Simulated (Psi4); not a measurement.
# M06-2X/def2-SVP (density fitting) run of CH5O+ (SMILES C[OH2+])

Aim: a short trajectory of CH5O+. 

Program for the calculation: Psi4 1.11.

## Step 1: The molecule

CH5O+: 7 atoms, total charge +1, spin state singlet. As SMILES, `C[OH2+]`. Geometry: relaxed at PBE0-D4/def2-TZVP (4 decimals). The run starts from this shape.

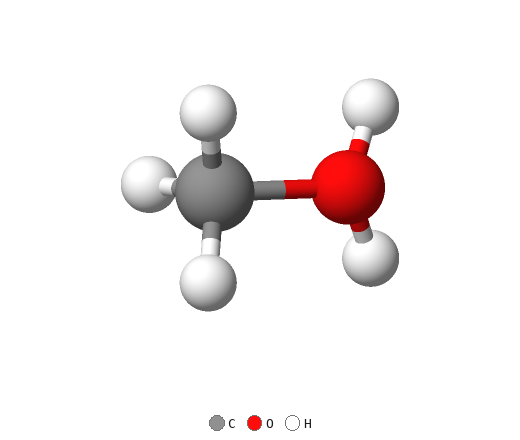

Viewed from a chosen angle; carbon grey, oxygen red, hydrogen white.

## Step 2: A short trajectory at M06-2X/def2-SVP (density fitting)

ch5o.sdf reads:

```

     RDKit          3D

  7  6  0  0  0  0  0  0  0  0999 V2000
   -0.3102   -0.4436   -0.3331 C   0  0  0  0  0  0  0  0  0  0  0  0
    0.3093    0.5087    0.6432 O   0  0  0  0  0  0  0  0  0  0  0  0
   -0.0134   -1.4297    0.0116 H   0  0  0  0  0  0  0  0  0  0  0  0
   -1.3807   -0.2926   -0.2300 H   0  0  0  0  0  0  0  0  0  0  0  0
    0.0599   -0.2101   -1.3282 H   0  0  0  0  0  0  0  0  0  0  0  0
    0.0589    1.4404    0.5102 H   0  0  0  0  0  0  0  0  0  0  0  0
    1.2762    0.4269    0.7263 H   0  0  0  0  0  0  0  0  0  0  0  0
  2  1  1  0
  3  1  1  0
  4  1  1  0
  5  1  1  0
  6  2  1  0
  7  2  1  0
M  CHG  1   2   1
M  END
$$$$
```

ch5o_ase.py reads:

```python
import numpy as np
from ase.calculators.psi4 import Psi4
from ase.io import read
from ase import units
from ase.md.velocitydistribution import MaxwellBoltzmannDistribution, Stationary
from ase.md.verlet import VelocityVerlet

atoms = read('ch5o.sdf')
calc = Psi4(atoms=atoms, method='m06-2x', basis='def2-SVP', memory='1600MB', num_threads=1, charge=1, multiplicity=1, label='ch5o')
atoms.calc = calc

MaxwellBoltzmannDistribution(atoms, temperature_K=300.0, rng=np.random.default_rng(199))
Stationary(atoms)
dyn = VelocityVerlet(atoms, 0.5 * units.fs)
def show():
    ep, ek = atoms.get_potential_energy(), atoms.get_kinetic_energy()
    print(f'step {dyn.nsteps:3d}  Epot {ep:14.6f}  Ekin {ek:9.6f}  Etot {ep + ek:14.6f} eV  T {atoms.get_temperature():7.1f} K')
dyn.attach(show)
dyn.run(40)
```

Started as:

```
python ch5o_ase.py
```

What values should one expect? Wanted: potential energy of the last frame.

Computed results:

At M06-2X/def2-SVP (density fitting):

| quantity | value |
| --- | --- |
| potential energy of the last frame | -115.86671 Eh |
